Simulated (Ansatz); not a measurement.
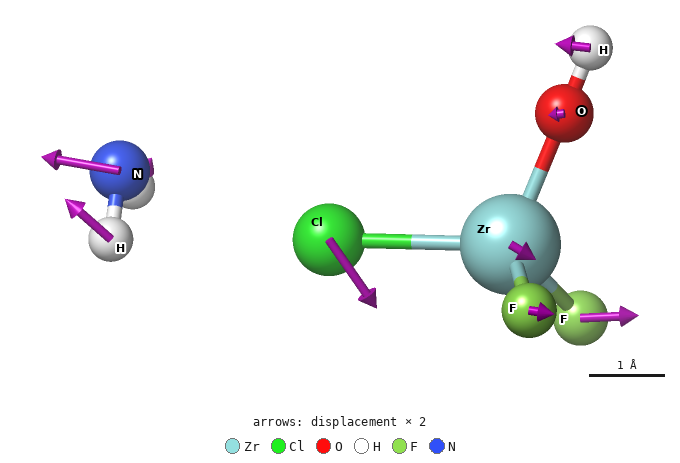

This is a relaxation of ZrNH3OClF2 (multiplicity 2). The starting structure is drawn; purple arrows show the displacements, magnified 2 times. The two geometries are superimposed by the best rigid fit.

A ball-and-stick model, seen from a free direction.

The run prepares an end point of a later path (reaction) calculation, from a guessed geometry.

Level of theory: Ansatz 0.2.0, UHF/def2-SVP. (collinear spin; force threshold 0.03 eV/Å; at most 50 steps)

Question: What happened in the run?

Answer: The energy falls by 16.0 kJ/mol in 15 accepted moves (17 points after the start). The largest force component goes from 1.5 to 0.023 eV/Å. The line search rejected the trial steps at points 8, 12 of the run. The forces were under the threshold at step 6, but the run went on from there. The largest move after the best rigid fit is that of the Cl atom, 0.58 Å. Largest moves by element: Cl 0.58 Å, N 0.57 Å, H 0.42 Å, F 0.40 Å, Zr 0.20 Å, O 0.11 Å. Among the contacts that change: Cl–Zr 2.484 → 2.395 Å. Cost: 38 s on 4 threads of Arm Neoverse V1, with other jobs on the host, peak memory 0.39 GiB.

Limits of the set-up: the start holds two separate molecules, 2.9 Å apart at their closest, whose relative position is a soft coordinate and is computed without a dispersion correction; Hartree-Fock leaves out electron correlation.
